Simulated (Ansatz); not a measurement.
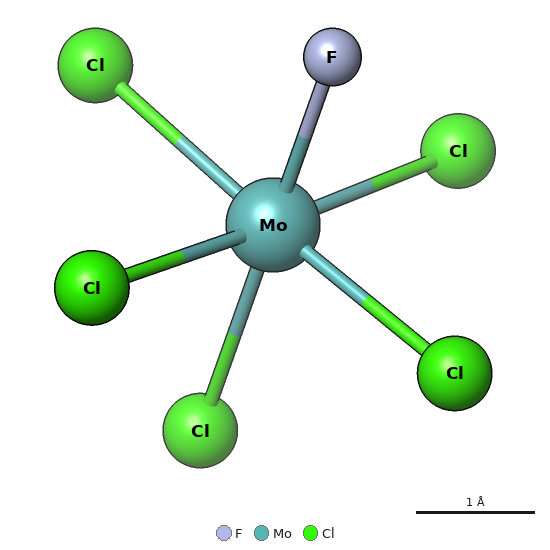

Distant atoms are faded towards the background colour. The species is neutral and a spin singlet. The geometry was computed by an optimisation with PBE0-D4/def2-TZVP. Masses are those of the most abundant isotopes; constants are for the rigid equilibrium geometry.

What kind of rotor is it, and what are its rotational constants in cm⁻¹?

Answer. An oblate symmetric top (C4v): A = B = 0.0281, C = 0.0233 cm⁻¹.
